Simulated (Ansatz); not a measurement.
# Ga$_{7}$H$_{20}$P$_{7}$ (Ga7P7 zinc blende off sphere) (charge −1, doublet): what the fields show

Input file:

```
crystal:
  periodic: [false, false, false]
  atoms:
    - {symbol: Ga, position_ang: [0.715718, -3.585494, 0.743552]}
    - {symbol: Ga, position_ang: [-1.867932, 2.344205, -2.337746]}
    - {symbol: Ga, position_ang: [0.677043, -0.819691, -2.129072]}
    - {symbol: Ga, position_ang: [-2.090725, -0.731124, 0.730707]}
    - {symbol: Ga, position_ang: [0.721419, -0.748677, 3.580838]}
    - {symbol: Ga, position_ang: [0.679753, 2.130727, 0.821231]}
    - {symbol: Ga, position_ang: [3.479989, -0.580210, 0.573726]}
    - {symbol: P, position_ang: [-3.099181, 0.832079, -0.831504]}
    - {symbol: P, position_ang: [-0.642227, -2.059995, -0.586028]}
    - {symbol: P, position_ang: [1.988455, -1.918891, 1.911028]}
    - {symbol: P, position_ang: [-0.869165, 0.361239, -3.545572]}
    - {symbol: P, position_ang: [-0.869944, 3.550438, -0.350805]}
    - {symbol: P, position_ang: [1.819403, 0.682244, -0.681493]}
    - {symbol: P, position_ang: [-0.637404, 0.582205, 2.058608]}
    - {symbol: H, position_ang: [1.621441, -4.394929, -0.282483]}
    - {symbol: H, position_ang: [-0.262280, -4.353497, 1.734581]}
    - {symbol: H, position_ang: [-3.002278, 3.146972, -3.141253]}
    - {symbol: H, position_ang: [1.668310, -1.711616, -2.982325]}
    - {symbol: H, position_ang: [-3.239313, -1.500444, 1.502466]}
    - {symbol: H, position_ang: [-0.254508, -1.738019, 4.353988]}
    - {symbol: H, position_ang: [1.633602, 0.275058, 4.385773]}
    - {symbol: H, position_ang: [1.671585, 2.980302, 1.715696]}
    - {symbol: H, position_ang: [4.265533, -1.501764, -0.457437]}
    - {symbol: H, position_ang: [4.267871, 0.444239, 1.500410]}
    - {symbol: H, position_ang: [-4.050954, 0.079435, -1.595616]}
    - {symbol: H, position_ang: [-4.049253, 1.599451, -0.080679]}
    - {symbol: H, position_ang: [-1.525573, -2.852720, -1.391390]}
    - {symbol: H, position_ang: [2.894700, -2.705254, 2.698374]}
    - {symbol: H, position_ang: [-1.338565, -0.689255, -4.453313]}
    - {symbol: H, position_ang: [-0.005163, 0.980865, -4.506339]}
    - {symbol: H, position_ang: [-0.006892, 4.512983, -0.968800]}
    - {symbol: H, position_ang: [-1.333978, 4.453526, 0.705487]}
    - {symbol: H, position_ang: [2.559295, 1.549930, -1.549954]}
    - {symbol: H, position_ang: [-1.518792, 1.385683, 2.855333]}
basis:
  gaussian: {orbitals: def2-TZVP, fitting: {mean_field: def2-universal-jkfit}, initial_orbitals: start.molden}
total_charge: -1
magnetization: {spin_polarized: true, initial_magnetization: 1}
hamiltonian: {xc: pbe0, dispersion: d4}
scf: {omitted_lower_state_checks: [starts]}
output: {orbitals: {seedname: orbitals}}
```

Launched as:

```sh
ansatz run in.yaml --threads 2 --pin off --events-out ev --progress --plain --max-ram 32768MiB --backend cuda --devices 0, --max-vram 18GiB
```

Geometry: PBE-D4/def2-SVP.

Computed with UKS PBE0-D4/def2-TZVP in Ansatz 0.2.0.

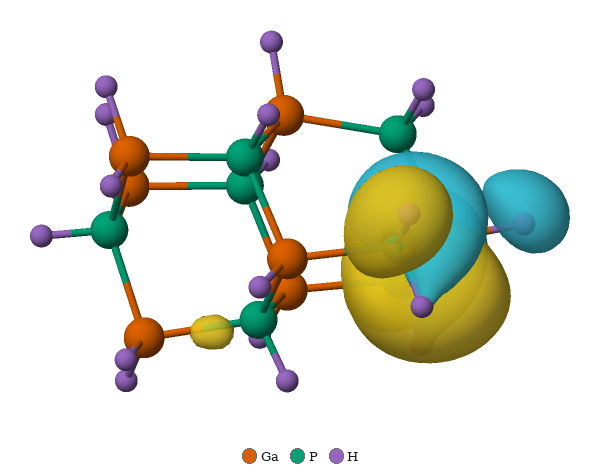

Figure 1. The HOMO (α) at ±0.06 Å⁻³ᐟ² (yellow and cyan are the two phases), seen from one side.

Describe this orbital and give its energy.

Answer. It lies mainly on Ga2 (about 35 %), P12 (about 20 %), P11 (about 20 %), H29 (about 5 %) and H32 (about 5 %). Its energy is −1.75 eV.

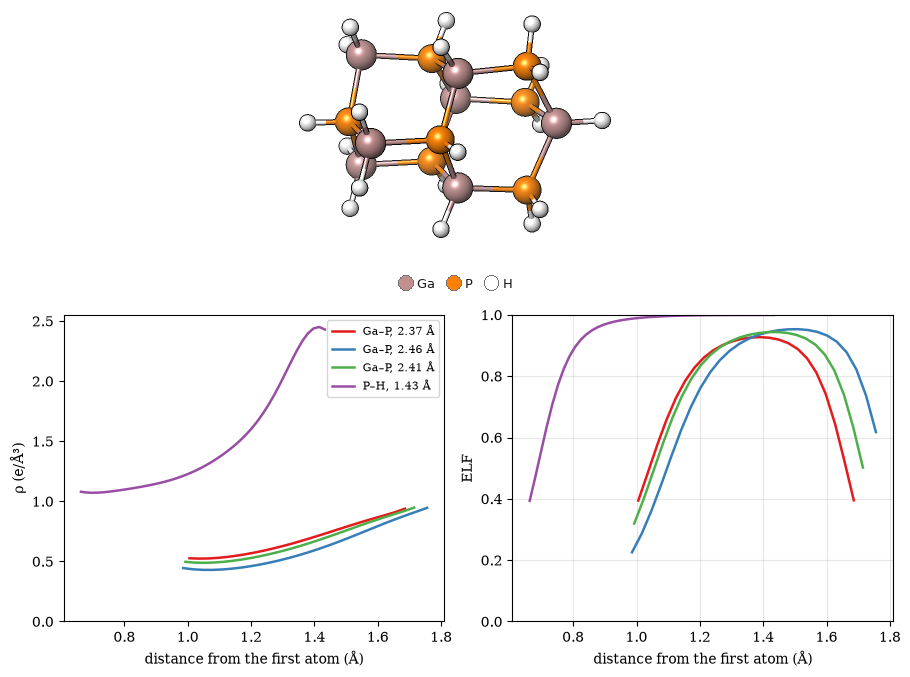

Figure 2. Electron density and electron localisation function along straight lines between neighbouring atoms. The curves leave out the atomic cores. The structure is drawn too.

What can be read from the curves?

Answer. Ga–P (2.37 Å): ρ is about 0.56 e/Å³ halfway; the ELF peaks at about 0.95 between the atoms; localised, covalent bonding.
Ga–P (2.46 Å): ρ is about 0.48 e/Å³ halfway; the ELF peaks at about 0.95 between the atoms (localised, covalent bonding).
Ga–P (2.41 Å): ρ at the midpoint is about 0.53 e/Å³; the ELF peaks at about 0.95 between the atoms (a covalent bond).
P–H (1.43 Å): the density is about 1.1 e/Å³ at the midpoint; the ELF climbs to about 1 towards the hydrogen, as it does in any bond to H.
